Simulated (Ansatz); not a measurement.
**Run report: GeH3OF, nudged elastic band**

The run: nudged elastic band of GeH3OF. Method and program: RKS PBE-D4/def2-SVP (Ansatz 0.2.0).

One setting was made poor on purpose. It belongs to a series of runs on one base structure; here: band between the two ends. Figures and captions count atoms from 1; the log counts them from 0 in places.

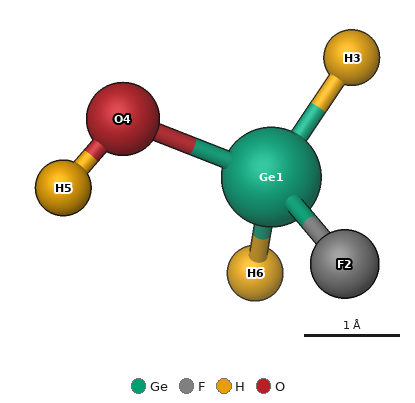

Fig. 1: The structure as given in the input (ball-and-stick view, seen at a tilt; atoms are numbered from 1 in the order of the input). Sticks mark near contacts. Bond lengths as drawn: F–Ge 1.76 Å, Ge–H 1.54 to 1.55 Å, Ge–O 1.78 Å and H–O 0.98 Å.

Input file
```yaml
crystal:
  periodic: [false, false, false]
  atoms:
    - { symbol: Ge, position_ang: [0.231621, -0.054881, 0.039369] }
    - { symbol: F, position_ang: [0.16109, 0.046982, 1.796597] }
    - { symbol: H, position_ang: [1.698791, 0.122093, -0.396175] }
    - { symbol: O, position_ang: [-0.627797, 1.355494, -0.63501] }
    - { symbol: H, position_ang: [-1.583601, 1.321276, -0.442419] }
    - { symbol: H, position_ang: [-0.459303, -1.397864, -0.316263] }
basis:
  gaussian: { orbitals: def2-SVP }
hamiltonian:
  xc: pbe
  dispersion: d4
neb:
  order_check: false
  images: 5
  f_tol: 0.05
  max_iterations: 60
  max_displacement: 0.5
  optimiser: lbfgs
  final_atoms:
    - { symbol: Ge, position_ang: [0.08330648, -0.24935681, -0.87814279] }
    - { symbol: F, position_ang: [1.10082825, 0.00411953, 1.38941578] }
    - { symbol: H, position_ang: [1.87182321, 0.32746476, 0.95785053] }
    - { symbol: O, position_ang: [-0.85398463, 1.30763976, -0.82642047] }
    - { symbol: H, position_ang: [-1.7194293, 1.19749398, -0.38938341] }
    - { symbol: H, position_ang: [-1.06174301, -1.19426121, -0.20722065] }
  initial_path:
    images:
      - { positions_ang: [[0.231621, -0.054881, 0.039369], [0.16109, 0.046982, 1.796597], [1.698791, 0.122093, -0.396175], [-0.627797, 1.355494, -0.63501], [-1.583601, 1.321276, -0.442419], [-0.459303, -1.397864, -0.316263]] }
      - { positions_ang: [[0.15447903, -0.03656556, 0.0264106], [0.46932093, 0.03386129, 1.70948677], [1.6993239, 0.08257147, -0.1256879], [-0.69783154, 1.38401071, -0.62027272], [-1.65458972, 1.28367129, -0.56408908], [-0.54990159, -1.35444919, -0.37974867]] }
      - { positions_ang: [[0.07733705, -0.01825013, 0.0134522], [0.77755186, 0.02074057, 1.62237655], [1.69985679, 0.04304994, 0.14479919], [-0.76786608, 1.41252742, -0.60553544], [-1.72557845, 1.24606657, -0.68575916], [-0.64050018, -1.31103438, -0.44323434]] }
      - { positions_ang: [[0.00019508, 6.531e-05, 0.0004938], [1.08578279, 0.00761986, 1.53526632], [1.70038969, 0.00352841, 0.41528629], [-0.83790062, 1.44104412, -0.59079816], [-1.79656717, 1.20846186, -0.80742923], [-0.73109877, -1.26761956, -0.50672002]] }
      - { positions_ang: [[0.02789888, -0.0830754, -0.29238506], [1.09079794, 0.00645308, 1.48664948], [1.75753419, 0.11150719, 0.59614104], [-0.84326196, 1.396576, -0.66933893], [-1.77085455, 1.2048059, -0.66808063], [-0.84131351, -1.24316678, -0.40688689]] }
      - { positions_ang: [[0.05560268, -0.1662161, -0.58526392], [1.0958131, 0.0052863, 1.43803263], [1.8146787, 0.21948597, 0.77699578], [-0.84862329, 1.35210788, -0.7478797], [-1.74514192, 1.20114994, -0.52873202], [-0.95152826, -1.218714, -0.30705377]] }
      - { positions_ang: [[0.08330648, -0.24935681, -0.87814279], [1.10082825, 0.00411953, 1.38941578], [1.87182321, 0.32746476, 0.95785053], [-0.85398463, 1.30763976, -0.82642047], [-1.7194293, 1.19749398, -0.38938341], [-1.06174301, -1.19426121, -0.20722065]] }
```

Command:
```bash
ansatz run input.yaml --threads 1 --pin off --max-ram 2048MiB --backend cpu --events-out ev --progress --plain --runs-dir out
```

Output
```
Engine: ansatz 0.2.0, aarch64-unknown-linux-gnu
Functional definition: PBE
  parameter kappa = 0.804
  parameter beta = 0.06672455060314922
  exchange = pbe_x(kappa = kappa, mu = beta*pi^2/3)
  correlation = pbe_c(beta = beta)
816 factors; their error is unknown
mean field evaluation 1: about -61301.2395 eV, gradient 6.5e1 eV
mean field evaluation 2: about -61254.6523 eV, gradient 1.6e2 eV
mean field evaluation 4: about -61307.5480 eV, gradient 1.8e1 eV
mean field evaluation 8: about -61308.0525 eV, gradient 2.2e-1 eV
mean field evaluation 16: about -61308.0045 eV, gradient 6.3e-5 eV
mean field -61308.00446529 eV, -2253.0276080416 hartree, gradient 6.3e-5 eV, S^2 0.000000; 0 other end points of the search recorded, 0 dependent functions left out
the calculation of the forces begins
reference -61308.00449441 eV, -2253.0276091117 hartree; 26, 26 occupied and 49, 49 virtual orbitals, 816 factors
816 factors; their error is unknown
mean field evaluation 32: about -61306.4857 eV, gradient 7.2e-6 eV
mean field -61306.48567934 eV, -2252.9717936872 hartree, gradient 7.1e-6 eV, S^2 0.000000; 0 other end points of the search recorded, 0 dependent functions left out
[... from here on the field's lines of each further geometry are left out, up to the last ...]
NEB iter   1: max|band force component| = 4.399e0 eV/Å  barrier→ = 3.4645 eV  barrier← = 1.9483 eV  Δτ_max = 0.0640 Å  (178 SCF iters)
NEB iter   2: max|band force component| = 2.689e0 eV/Å  barrier→ = 2.8420 eV  barrier← = 1.3258 eV  Δτ_max = 0.1464 Å  (136 SCF iters)
NEB iter   3: max|band force component| = 1.415e0 eV/Å  barrier→ = 2.2682 eV  barrier← = 0.7520 eV  Δτ_max = 0.0521 Å  (143 SCF iters)
NEB iter   4: max|band force component| = 1.677e0 eV/Å  barrier→ = 2.1932 eV  barrier← = 0.6770 eV  Δτ_max = 0.0248 Å  (133 SCF iters)
NEB iter   5: max|band force component| = 8.607e-1 eV/Å  barrier→ = 2.1635 eV  barrier← = 0.6473 eV  Δτ_max = 0.0172 Å  (135 SCF iters)
NEB iter   6: max|band force component| = 6.655e-1 eV/Å  barrier→ = 2.1458 eV  barrier← = 0.6296 eV  Δτ_max = 0.1082 Å  (135 SCF iters)
NEB iter   7: max|band force component| = 1.198e0 eV/Å  barrier→ = 2.1298 eV  barrier← = 0.6136 eV  Δτ_max = 0.0177 Å  (140 SCF iters)
NEB iter   8: max|band force component| = 6.343e-1 eV/Å  barrier→ = 2.1062 eV  barrier← = 0.5900 eV  Δτ_max = 0.0074 Å  (132 SCF iters)
NEB iter   9: max|band force component| = 1.180e0 eV/Å  barrier→ = 2.0980 eV  barrier← = 0.5818 eV  CI = image 3  Δτ_max = 0.0169 Å  (133 SCF iters)
NEB iter  10: max|band force component| = 9.779e-1 eV/Å  barrier→ = 2.1365 eV  barrier← = 0.6203 eV  CI = image 3  Δτ_max = 0.0889 Å  (133 SCF iters)
NEB iter  11: max|band force component| = 5.518e-1 eV/Å  barrier→ = 2.2494 eV  barrier← = 0.7332 eV  CI = image 3  Δτ_max = 0.0472 Å  (136 SCF iters)
NEB iter  12: max|band force component| = 6.586e-1 eV/Å  barrier→ = 2.2273 eV  barrier← = 0.7111 eV  CI = image 3  Δτ_max = 0.0111 Å  (128 SCF iters)
NEB iter  13: max|band force component| = 4.567e-1 eV/Å  barrier→ = 2.2266 eV  barrier← = 0.7104 eV  CI = image 3  Δτ_max = 0.0098 Å  (124 SCF iters)
NEB iter  14: max|band force component| = 4.115e-1 eV/Å  barrier→ = 2.2294 eV  barrier← = 0.7132 eV  CI = image 3  Δτ_max = 0.0453 Å  (125 SCF iters)
NEB iter  15: max|band force component| = 1.030e0 eV/Å  barrier→ = 2.2285 eV  barrier← = 0.7123 eV  CI = image 3  Δτ_max = 0.0150 Å  (127 SCF iters)
NEB iter  16: max|band force component| = 5.150e-1 eV/Å  barrier→ = 2.2271 eV  barrier← = 0.7109 eV  CI = image 3  Δτ_max = 0.0041 Å  (133 SCF iters)
NEB iter  17: max|band force component| = 1.771e-1 eV/Å  barrier→ = 2.2267 eV  barrier← = 0.7105 eV  CI = image 3  Δτ_max = 0.0041 Å  (114 SCF iters)
NEB iter  18: max|band force component| = 1.365e-1 eV/Å  barrier→ = 2.2260 eV  barrier← = 0.7098 eV  CI = image 3  Δτ_max = 0.0108 Å  (125 SCF iters)
NEB iter  19: max|band force component| = 2.576e-1 eV/Å  barrier→ = 2.2249 eV  barrier← = 0.7087 eV  CI = image 3  Δτ_max = 0.0041 Å  (130 SCF iters)
NEB iter  20: max|band force component| = 1.595e-1 eV/Å  barrier→ = 2.2243 eV  barrier← = 0.7081 eV  CI = image 3  Δτ_max = 0.0016 Å  (114 SCF iters)
NEB iter  21: max|band force component| = 1.436e-1 eV/Å  barrier→ = 2.2239 eV  barrier← = 0.7077 eV  CI = image 3  Δτ_max = 0.0351 Å  (102 SCF iters)
NEB iter  22: max|band force component| = 2.308e-1 eV/Å  barrier→ = 2.2202 eV  barrier← = 0.7040 eV  CI = image 3  Δτ_max = 0.0038 Å  (127 SCF iters)
NEB iter  23: max|band force component| = 1.526e-1 eV/Å  barrier→ = 2.2189 eV  barrier← = 0.7027 eV  CI = image 3  Δτ_max = 0.0055 Å  (129 SCF iters)
NEB iter  24: max|band force component| = 1.088e-1 eV/Å  barrier→ = 2.2179 eV  barrier← = 0.7017 eV  CI = image 3  Δτ_max = 0.0079 Å  (116 SCF iters)
NEB iter  25: max|band force component| = 8.012e-2 eV/Å  barrier→ = 2.2173 eV  barrier← = 0.7011 eV  CI = image 3  Δτ_max = 0.0094 Å  (128 SCF iters)
NEB iter  26: max|band force component| = 1.670e-1 eV/Å  barrier→ = 2.2167 eV  barrier← = 0.7005 eV  CI = image 3  Δτ_max = 0.0028 Å  (132 SCF iters)
NEB iter  27: max|band force component| = 9.769e-2 eV/Å  barrier→ = 2.2162 eV  barrier← = 0.7000 eV  CI = image 3  Δτ_max = 0.0022 Å  (109 SCF iters)
NEB iter  28: max|band force component| = 8.434e-2 eV/Å  barrier→ = 2.2159 eV  barrier← = 0.6997 eV  CI = image 3  Δτ_max = 0.0068 Å  (98 SCF iters)
NEB iter  29: max|band force component| = 9.130e-2 eV/Å  barrier→ = 2.2156 eV  barrier← = 0.6993 eV  CI = image 3  Δτ_max = 0.0014 Å  (129 SCF iters)
NEB iter  30: max|band force component| = 5.141e-2 eV/Å  barrier→ = 2.2153 eV  barrier← = 0.6991 eV  CI = image 3  Δτ_max = 0.0017 Å  (100 SCF iters)
NEB iter  31: max|band force component| = 5.617e-2 eV/Å  barrier→ = 2.2151 eV  barrier← = 0.6989 eV  CI = image 3  Δτ_max = 0.0011 Å  (97 SCF iters)
the calculation of the forces begins
reference -61306.47174431 eV, -2252.9712815842 hartree; 26, 26 occupied and 49, 49 virtual orbitals, 816 factors
816 factors; their error is unknown
mean field -61305.79089402 eV, -2252.9462607978 hartree, gradient 6.2e-5 eV, S^2 0.000000; 1 other end points of the search recorded, 0 dependent functions left out
the calculation of the forces begins
reference -61305.79092232 eV, -2252.9462618377 hartree; 26, 26 occupied and 49, 49 virtual orbitals, 816 factors
NEB iter  32: max|band force component| = 4.601e-2 eV/Å  barrier→ = 2.2150 eV  barrier← = 0.6988 eV  CI = image 3  Δτ_max = 0.0000 Å  (226 SCF iters)
```

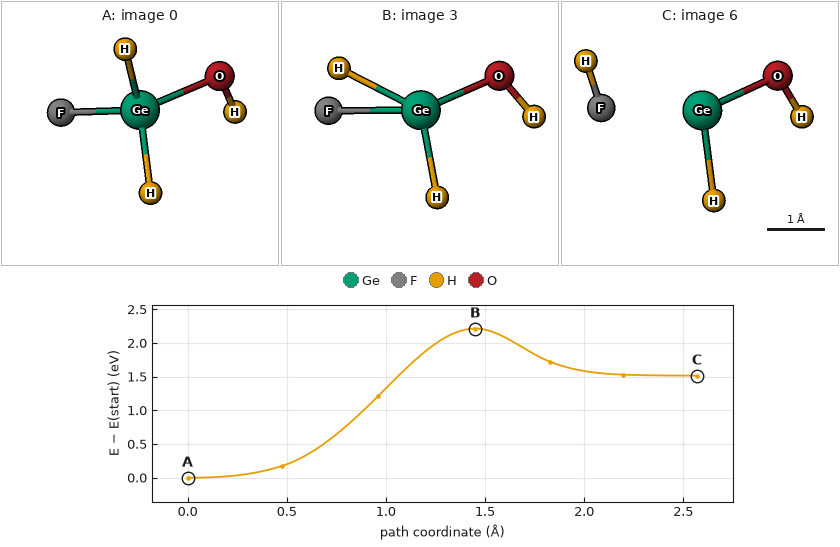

Fig. 2: Images of the last band (counted from 0; ball-and-stick, seen at a tilt) above the energy along the path; the line is a cubic interpolation that uses the forces. The highest image is number 3, 2.215 eV above the start and 0.699 eV above the end (the climbing image); the end lies 1.516 eV above the start. The path is 2.57 Å long. The band converged in 32 iterations.

```
Total energy: -61305.86531488 eV, -2252.9489957138 hartree
Atom 0 at     0.226647    -0.050212    -0.380251 Å, force     0.005095    -0.005213    -0.025478 eV/Å
Atom 1 at     0.896061     0.000702     1.559612 Å, force    -0.021964     0.012118     0.009396 eV/Å
Atom 2 at     1.619091     0.100601     0.449798 Å, force    -0.002585     0.005578     0.001482 eV/Å
Atom 3 at    -0.791577     1.409445    -0.602412 Å, force     0.027125    -0.001101    -0.024049 eV/Å
Atom 4 at    -1.743044     1.192105    -0.612941 Å, force    -0.009334     0.004239     0.044192 eV/Å
Atom 5 at    -0.786377    -1.259541    -0.367706 Å, force     0.001663    -0.015622    -0.005542 eV/Å
Dipole moment:    -0.258451    -0.205566    -0.333355 e Å
this run last wrote the band of iteration 32 to [file]
```

The last band as extended XYZ (Å, eV, eV/Å)
```
6
Properties=species:S:1:pos:R:3:forces:R:3 image=0 energy=-61308.08033
Ge    0.2316   -0.0549    0.0394    0.0068  -0.0089   0.0166
F     0.1611    0.0470    1.7966   -0.0043   0.0049  -0.0201
H     1.6988    0.1221   -0.3962    0.0035  -0.0002  -0.0014
O    -0.6278    1.3555   -0.6350   -0.0105  -0.0012   0.0064
H    -1.5836    1.3213   -0.4424    0.0082  -0.0045  -0.0003
H    -0.4593   -1.3979   -0.3163   -0.0037   0.0100  -0.0013
6
Properties=species:S:1:pos:R:3:forces:R:3 image=1 energy=-61307.90567
Ge    0.2241   -0.0278    0.0259    0.0156   0.0181   0.3423
F     0.4293   -0.0022    1.7750   -0.5628   0.0054   0.2828
H     1.7316    0.1106   -0.2120    0.0362   0.0169  -0.7617
O    -0.6891    1.3970   -0.5594    0.1172  -0.0143   0.0695
H    -1.6416    1.1877   -0.6342    0.1552   0.0124   0.0419
H    -0.6335   -1.2722   -0.3492    0.2385  -0.0386   0.0254
6
Properties=species:S:1:pos:R:3:forces:R:3 image=2 energy=-61306.86341
Ge    0.2193   -0.0376   -0.1293   -0.0407   0.1063   1.5225
F     0.6698   -0.0053    1.6456   -1.4097  -0.0846   0.5206
H     1.7183    0.1082    0.1312    0.6197   0.0721  -1.9729
O    -0.7495    1.3989   -0.6011    0.2615  -0.0536   0.0424
H    -1.7050    1.1883   -0.6302    0.1896  -0.0297  -0.0066
H    -0.7320   -1.2593   -0.3702    0.3796  -0.0104  -0.1059
6
Properties=species:S:1:pos:R:3:forces:R:3 image=3 energy=-61305.86529
Ge    0.2266   -0.0502   -0.3803    0.0051  -0.0052  -0.0255
F     0.8961    0.0007    1.5596   -0.0220   0.0121   0.0094
H     1.6191    0.1006    0.4498   -0.0026   0.0056   0.0015
O    -0.7916    1.4094   -0.6024    0.0271  -0.0011  -0.0240
H    -1.7430    1.1921   -0.6129   -0.0093   0.0042   0.0442
H    -0.7864   -1.2595   -0.3677    0.0017  -0.0156  -0.0055
6
Properties=species:S:1:pos:R:3:forces:R:3 image=4 energy=-61306.35604
Ge    0.2004   -0.0823   -0.5954   -0.0541  -0.0840  -0.7650
F     1.0727    0.0319    1.5137    0.5018   0.0363  -0.1230
H     1.6186    0.0990    0.6690   -0.0350   0.0211   0.8610
O    -0.8268    1.3964   -0.6442   -0.0860  -0.0282  -0.1215
H    -1.7777    1.1952   -0.5789   -0.1170   0.0149   0.1337
H    -0.8664   -1.2470   -0.3182   -0.2097   0.0398   0.0148
6
Properties=species:S:1:pos:R:3:forces:R:3 image=5 energy=-61306.54970
Ge    0.1381   -0.1467   -0.7539   -0.0103  -0.0100  -0.0644
F     1.1724    0.0431    1.5340    0.0003  -0.0059   0.0013
H     1.7919    0.1574    0.8231    0.0521   0.0145   0.0632
O    -0.8779    1.3520   -0.7746   -0.0073  -0.0101  -0.0395
H    -1.7996    1.1853   -0.5013   -0.0090  -0.0065   0.0409
H    -1.0042   -1.1981   -0.2812   -0.0259   0.0179  -0.0016
6
Properties=species:S:1:pos:R:3:forces:R:3 image=6 energy=-61306.56412
Ge    0.0833   -0.2494   -0.8781   -0.0003  -0.0020  -0.0017
F     1.1008    0.0041    1.3894    0.0029   0.0009  -0.0012
H     1.8718    0.3275    0.9579   -0.0024   0.0000   0.0022
O    -0.8540    1.3076   -0.8264    0.0008   0.0014   0.0000
H    -1.7194    1.1975   -0.3894   -0.0005  -0.0007   0.0007
H    -1.0617   -1.1943   -0.2072   -0.0005   0.0003   0.0000
```

Key numbers

- outcome: converged
- barrier, forward: 2.215 eV
- barrier, backward: 0.699 eV
- hardware: 1 thread of Arm Neoverse V2, 24 GiB of memory available, shared host
- wall time: 3.7 min
- peak memory: 0.15 GiB

A deliberately poor setting: step length. The order of the saddle point was not checked.
